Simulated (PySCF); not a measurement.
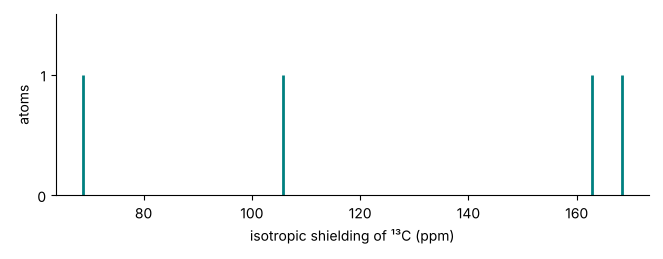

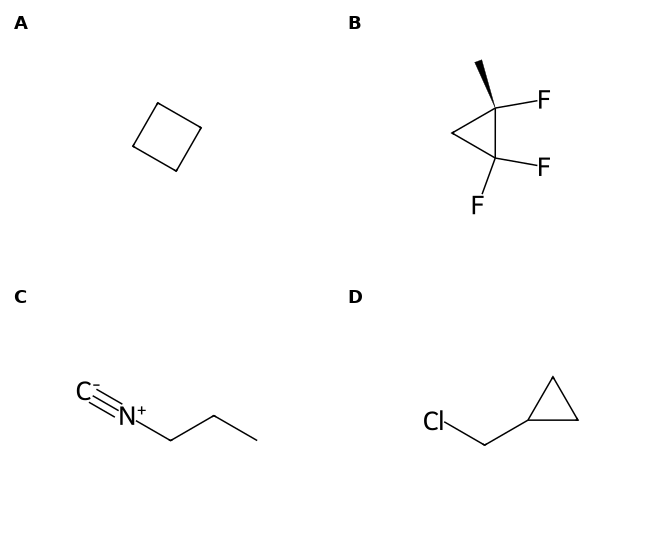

The sticks are computed shieldings of one of the molecules, for one fixed geometry (GFN2-xTB) without averaging over rotations. Low shielding means a high chemical shift. Method: GIAO PBE0/pcSseg-1 NMR shielding, non-relativistic, gas phase (PySCF 2.14.0).

Question: Which molecule gives this pattern?

Answer: B, `C[C@]1(F)CC1(F)F`. Its 4 C atoms give lines at 68.8, 105.7, 162.8, 168.3 ppm.
